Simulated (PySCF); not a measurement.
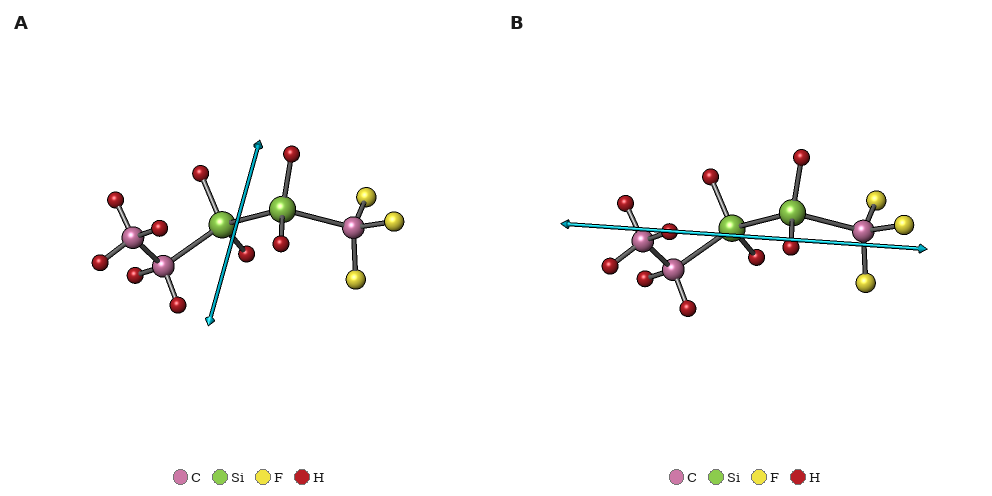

The double arrows show the directions of two transition dipoles from the ground state (lengths mean nothing). The computed structure is the end point of a GFN2-xTB optimisation. No frequency run is at hand to confirm it as a minimum. Level of theory: TDDFT CAM-B3LYP/def2-SVPD, vertical, gas phase, core orbitals frozen in the response (PySCF 2.14.0).

**One belongs to singlet state 2 and one to singlet state 7. Which is which?**

A: state 2, 7.31 eV (170 nm), oscillator strength 0.025, mainly HOMO → LUMO+1 (weight 0.75).
B: state 7, 8.35 eV (148 nm), oscillator strength 0.10, mainly HOMO → LUMO+2 (weight 0.57).

The geometry is semi-empirical. Around Si such bond lengths and angles can be off by a tenth of an ångström or more and by several degrees, and values that hang on the shape move with them.
